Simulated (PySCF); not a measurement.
# One shape, several levels: C2H7PSi (SMILES C=C[SiH2]P)

Aim: a comparison of 3 runs (PBE/ANO-RCC-MB, PBE/ANO-RCC-VDZ, PBE/ANO-RCC-VDZP) of C2H7PSi. The job is set up through a Python script.

The results are computed with PySCF 2.14.0.

**1. The system as given**

C2H7PSi: 11 atoms, total charge 0, spin state singlet. SMILES: `C=C[SiH2]P`. The coordinates come from a GFN2-xTB relaxation. This is one conformer, not always the lowest.

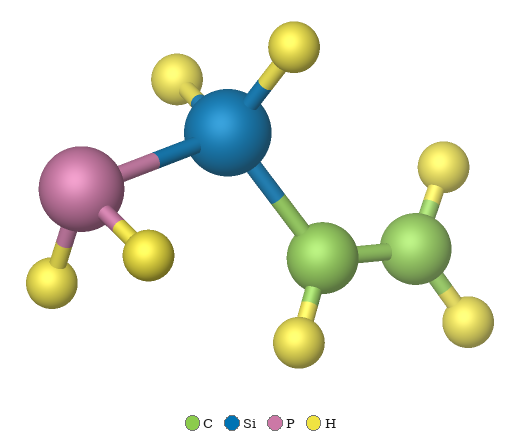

Viewed from a chosen angle; carbon green, silicon blue, phosphorus pink, hydrogen yellow.

**2. The energy at PBE/ANO-RCC-MB (sfX2C) (run 1)**

File mol.xyz:

```xyz
11
C2H7PSi
C     -1.199610     1.660300     0.502430
C     -0.548820     0.722220    -0.167840
Si     0.491240    -0.636270     0.640710
P      1.428490    -1.982190    -0.892920
H     -1.785320     2.424020     0.013130
H     -1.172800     1.705810     1.578790
H     -0.613190     0.729240    -1.251090
H     -0.347650    -1.480850     1.498970
H      1.582960    -0.048070     1.425050
H      1.884670    -0.956600    -1.700180
H      0.280040    -2.137640    -1.647060
```

File job.py:

```python
from pyscf import gto, dft

system = gto.Mole()
system.atom = 'mol.xyz'
system.max_memory = 1860
system.spin = 0
system.verbose = 4
system.basis = 'ano-rcc-mb'
system.build()

ks = dft.RKS(system)
ks.xc = 'pbe'
ks = ks.x2c()
ks.conv_tol = 1e-10
ks.grids.level = 4
ks.kernel()
if not ks.converged:
    ks = ks.newton().run(ks.mo_coeff, ks.mo_occ)

e_final = ks.e_tot
print(f'total energy: {e_final:.8f} hartree')
```

On the command line:

```sh
$ OMP_NUM_THREADS=1 python job.py
```

Standard output:

```text
PySCF version 2.14.0

[... 84 lines left out ...]
converged SCF energy = -712.068133558239
total energy: -712.06813356 hartree
```

Run time: 14 s. Hardware: 1 thread of Arm Neoverse V1, shared host; peak memory 0.28 GiB.

**3. The energy at PBE/ANO-RCC-VDZ (sfX2C) (run 2)**

File input.py:

```python
from pyscf import gto, dft

mol = gto.M(
    atom='''
C       -1.199610       1.660300       0.502430
C       -0.548820       0.722220      -0.167840
Si       0.491240      -0.636270       0.640710
P        1.428490      -1.982190      -0.892920
H       -1.785320       2.424020       0.013130
H       -1.172800       1.705810       1.578790
H       -0.613190       0.729240      -1.251090
H       -0.347650      -1.480850       1.498970
H        1.582960      -0.048070       1.425050
H        1.884670      -0.956600      -1.700180
H        0.280040      -2.137640      -1.647060
''',
    basis='ano-rcc-vdz',
    max_memory=1860,
    spin=0,
    charge=0,
    verbose=4,
)

mf = dft.RKS(mol)
mf.xc = 'pbe'
mf = mf.x2c()
mf.conv_tol = 1e-10
mf.grids.level = 4
mf.kernel()
if not mf.converged:
    mf = mf.newton().run(mf.mo_coeff, mf.mo_occ)

energy = mf.e_tot
print('E = %.10f Eh' % energy)
```

On the command line:

```sh
$ OMP_NUM_THREADS=1 python input.py
```

Standard output:

```text
PySCF version 2.14.0

[... 88 lines left out ...]
converged SCF energy = -712.227799012762
E = -712.2277990128 Eh
```

Run time: 19 s. Hardware: 1 thread of Arm Neoverse V1, shared host; peak memory 0.34 GiB.

**4. The energy at PBE/ANO-RCC-VDZP (sfX2C) (run 3)**

File job.py:

```python
from pyscf import gto, dft

system = gto.Mole()
system.atom = '''
C     -1.199610     1.660300     0.502430
C     -0.548820     0.722220    -0.167840
Si     0.491240    -0.636270     0.640710
P      1.428490    -1.982190    -0.892920
H     -1.785320     2.424020     0.013130
H     -1.172800     1.705810     1.578790
H     -0.613190     0.729240    -1.251090
H     -0.347650    -1.480850     1.498970
H      1.582960    -0.048070     1.425050
H      1.884670    -0.956600    -1.700180
H      0.280040    -2.137640    -1.647060
'''
system.spin = 0
system.verbose = 3
system.basis = 'ano-rcc-vdzp'
system.max_memory = 1860
system.build()

myscf = dft.RKS(system, xc='pbe')
myscf = myscf.sfx2c1e()
myscf.grids.level = 4
myscf.conv_tol = 1e-10
myscf.kernel()
if not myscf.converged:
    myscf = myscf.newton().run(myscf.mo_coeff, myscf.mo_occ)

energy = myscf.e_tot
print(f'total energy: {energy:.8f} hartree')
```

On the command line:

```sh
$ OMP_NUM_THREADS=1 python job.py
```

Standard output:

```text
converged SCF energy = -712.319224824591
total energy: -712.31922482 hartree
```

Wall time 51 s (1 thread of Arm Neoverse V1, shared host); peak memory 0.52 GiB.

**5. All runs side by side**

| run | level | energy (Eh) | dipole moment (D) | HOMO energy (eV) | LUMO energy (eV) | wall time |
| --- | --- | --- | --- | --- | --- | --- |
| 1 | PBE/ANO-RCC-MB (sfX2C) | -712.068134 | 1.70 | -7.17 | -1.97 | 14 s |
| 2 | PBE/ANO-RCC-VDZ (sfX2C) | -712.227799 | 2.06 | -6.14 | -1.39 | 19 s |
| 3 | PBE/ANO-RCC-VDZP (sfX2C) | -712.319225 | 1.48 | -6.22 | -1.44 | 51 s |

**6. What came out**

| quantity | value |
| --- | --- |
| run 3: total energy | -712.31922 Eh |
| run 3: dipole moment | 1.48 D |
| run 3: HOMO energy | -6.22 eV |
| run 3: LUMO energy | -1.44 eV |
| run 3: HOMO–LUMO gap | 4.77 eV |

**Reading.** The dipole moment (its size) runs from 1.48 D (PBE/ANO-RCC-VDZP) to 2.06 D (PBE/ANO-RCC-VDZ). The HOMO–LUMO gap runs from 4.76 eV (PBE/ANO-RCC-VDZ) to 5.21 eV (PBE/ANO-RCC-MB). In run 1 the basis is minimal, so the values are rough. All runs together took 84 s, the longest 51 s.
